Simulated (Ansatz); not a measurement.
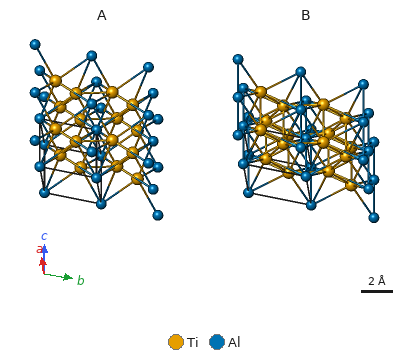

Two geometries of a crystal of Ti2Al (a generated structure, set up in P6/mmm), drawn at one scale. One is the start of a relaxation, the other its converged end. Style: ball-and-stick. Shown: the cell of the calculation, repeated 2 × 2 × 2 with one cell outlined, from a free direction.

Theory: Ansatz 0.2.0, DFT PBE, scalar-relativistic, plane waves, PAW. Set-up: plane-wave cutoff 420 eV; k-point mesh 12 × 12 × 14; occupations gaussian; smearing width 0.1 eV; collinear spin; cell and atoms relaxed; force threshold 0.01 eV/Å; at most 80 steps.

Question: Which of the two is the end point?

Answer: Structure B is the relaxed one. The energy falls by 504 meV per atom in 8 accepted moves (10 points after the start). All forces vanish by symmetry, so only the cell relaxes. Pressure: 1.40 GPa at the start and 0.01 GPa at the end. At 2 points the geometry stayed and the basis and grid were re-selected for the new cell (energy shift of 2.6 meV per atom at most each time). The atoms keep their places relative to the cell (all moves are under 0.005 Å). The drawn cell changes as follows: a = b 4.118 → 4.553 Å (+10.6 %), c 3.454 → 2.721 Å (−21.2 %); the volume changes by −3.7 %. Among the contacts that change: Ti–Ti 3.454 → 2.721 Å, Al–Al 3.454 → 2.721 Å, Ti–Ti 2.378 → 2.629 Å, Al–Ti 2.939 → 2.960 Å. The space group stays P6/mmm (No. 191). The program noted that the starting moments weren't kept. The run may lie on a higher electronic state than the lowest, so the end point isn't shown to be the ground-state structure. Cost: 11 min on 1 thread of Intel(R) Xeon(R) Processor @ 2.50GHz (Skylake/Cascade Lake), with other jobs on the host, peak memory 0.55 GiB.
